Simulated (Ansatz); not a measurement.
# B3LYP/6-31G(d) (spherical functions) run of C2H4ClF (1-chloro-2-fluoroethane)

Aim: the vertical ionisation energy of C2H4ClF (1-chloro-2-fluoroethane) at B3LYP/6-31G* (spherical functions), from 2 runs. 

The results are computed with Ansatz 0.2.0.

37 further runs of the same task are left out: 37 set aside as unsound or not needed.

### Step 1. Starting point

C2H4ClF: 8 atoms, total charge 0, spin state singlet. SMILES: `FCCCl`. The coordinates come from a PBE0-D4/def2-TZVP relaxation. This is one conformer, not always the lowest.

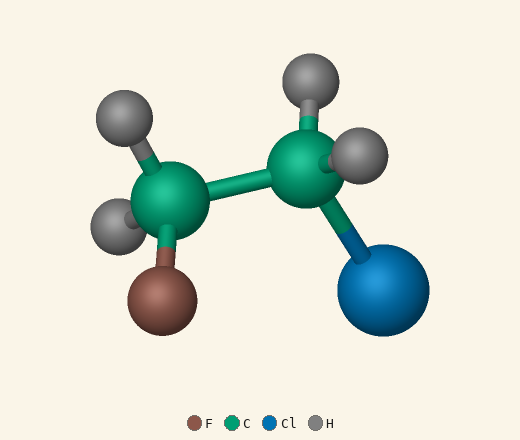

Viewed from a chosen angle; fluorine brown, carbon teal, chlorine blue, hydrogen grey.

### Step 2. A single-point energy at B3LYP/6-31G(d) (spherical functions)

Input file job.yaml:

```yaml
crystal:
  periodic: [false, false, false]
  atoms:
    - {symbol: F, position_ang: [-1.336980, 0.498150, 1.030500]}
    - {symbol: C, position_ang: [-0.143560, 0.671020, 0.368890]}
    - {symbol: C, position_ang: [0.300450, -0.609920, -0.275720]}
    - {symbol: Cl, position_ang: [-0.759330, -1.087620, -1.620890]}
    - {symbol: H, position_ang: [-0.273910, 1.462220, -0.374180]}
    - {symbol: H, position_ang: [0.609620, 0.981160, 1.102570]}
    - {symbol: H, position_ang: [0.296790, -1.425630, 0.446820]}
    - {symbol: H, position_ang: [1.306920, -0.489380, -0.677980]}
basis:
  gaussian: {orbitals: 6-31G_st_-spherical.json}
magnetization: {spin_polarized: false}
hamiltonian: {xc: {name: B3LYP}}
accuracy: high
output: {orbitals: {seedname: orbitals}}
```

The basis set 6-31G* is read from a file made from the Basis Set Exchange's data (not shown).

Started as:

```bash
$ ansatz run job.yaml --threads 1 --pin off --max-ram 3480MiB --events-out events.jsonl --progress --plain --runs-dir runs
```

Log:

```text
Warning: RAYON_NUM_THREADS=1 ignored (pool sized by the plan → 1); use --threads N
Functional definition: B3LYP
  name "B3LYP"
  parameter a0 = 0.2
  parameter ax = 0.72
  parameter ac = 0.81
  exchange = (1 - a0 - ax)*slater_x + ax*b88_x + a0*exact_x
  correlation = (1 - ac)*vwn_rpa_c + ac*lyp_c
1596 factors; integrals over basis functions are off by at most 3.7e-9 eV
mean field evaluation 1: about -17375.9884 eV, gradient 3.1e1 eV
mean field evaluation 2: about -17375.6678 eV, gradient 3.4e1 eV
mean field evaluation 4: about -17378.1370 eV, gradient 9.7e-1 eV
mean field evaluation 8: about -17378.3230 eV, gradient 3.1e-1 eV
mean field evaluation 16: about -17378.3232 eV, gradient 1.2e-5 eV
mean field -17378.32319842 eV, -638.6415980913 hartree, gradient 1.4e-8 eV, S^2 0.000000; 0 other end points of the search recorded, 0 dependent functions left out
reference -17378.32322984 eV, -638.6415992460 hartree; 21, 21 occupied and 47, 47 virtual orbitals, 1596 factors
Total energy: -17378.32322984 eV, -638.6415992460 hartree
```

It took 6 s on 1 thread of Arm Neoverse V1, shared host; peak memory 0.2 GiB.

### Step 3. The doublet cation, same level

job.yaml, as its differences from that of step 2:

```diff
@@ -12,6 +12,12 @@
 basis:
-  gaussian: {orbitals: 6-31G_st_-spherical.json}
-magnetization: {spin_polarized: false}
-hamiltonian: {xc: {name: B3LYP}}
+  gaussian:
+    orbitals: 6-31G_st_-spherical.json
+total_charge: 1
+magnetization:
+  spin_polarized: true
+  initial_magnetization: 1
+hamiltonian:
+  xc: {name: B3LYP}
 accuracy: high
-output: {orbitals: {seedname: orbitals}}
+output:
+  orbitals: {seedname: orbitals}
```

The basis set 6-31G* is read from a file made from the Basis Set Exchange's data (not shown).

Started as:

```bash
$ ansatz run job.yaml --threads 1 --pin off --max-ram 3480MiB --events-out events.jsonl --progress --plain --runs-dir runs
```

Log:

```text
Warning: RAYON_NUM_THREADS=1 ignored (pool sized by the plan → 1); use --threads N
Functional definition: B3LYP
  name "B3LYP"
  parameter a0 = 0.2
  parameter ax = 0.72
  parameter ac = 0.81
  exchange = (1 - a0 - ax)*slater_x + ax*b88_x + a0*exact_x
  correlation = (1 - ac)*vwn_rpa_c + ac*lyp_c
1594 factors; integrals over basis functions are off by at most 3.7e-9 eV
mean field evaluation 1: about -17358.3654 eV, gradient 4.5e1 eV
mean field evaluation 2: about -17337.1037 eV, gradient 8.2e1 eV
mean field evaluation 4: about -17366.6539 eV, gradient 6.4e0 eV
mean field evaluation 8: about -17366.9739 eV, gradient 1.8e0 eV
mean field evaluation 16: about -17367.1779 eV, gradient 1.9e-1 eV
mean field evaluation 32: about -17367.3282 eV, gradient 1.6e-7 eV
mean field -17367.32821219 eV, -638.2375398000 hartree, gradient 7.3e-8 eV, S^2 0.752222; 5 other end points of the search recorded, 0 dependent functions left out
reference -17367.32824240 eV, -638.2375409104 hartree; 21, 20 occupied and 47, 48 virtual orbitals, 1594 factors
Total energy: -17367.32824240 eV, -638.2375409104 hartree
```

It took 22 s on 1 thread of Arm Neoverse V1, shared host; peak memory 0.3 GiB.

### Step 4. What came out

At B3LYP/6-31G* (spherical functions):

| quantity | value |
| --- | --- |
| singlet C2H4ClF: total energy | -638.64160 Eh |
| singlet C2H4ClF: HOMO energy | -8.17 eV |
| singlet C2H4ClF: LUMO energy | 0.81 eV |
| singlet C2H4ClF: HOMO–LUMO gap | 8.99 eV |
| doublet cation: total energy | -638.23754 Eh |
| doublet cation: HOMO energy (highest over α and β) | -15.61 eV |
| doublet cation: LUMO energy (lowest over α and β) | -13.72 eV |
| doublet cation: ⟨S²⟩ | 0.752 |
| vertical ionisation energy (to the doublet cation) | 10.995 eV |

In words: The vertical ionisation energy comes to 10.99 eV (1061 kJ/mol). −ε(HOMO) before ionisation, 8.17 eV, is 2.82 eV below this ionisation energy.
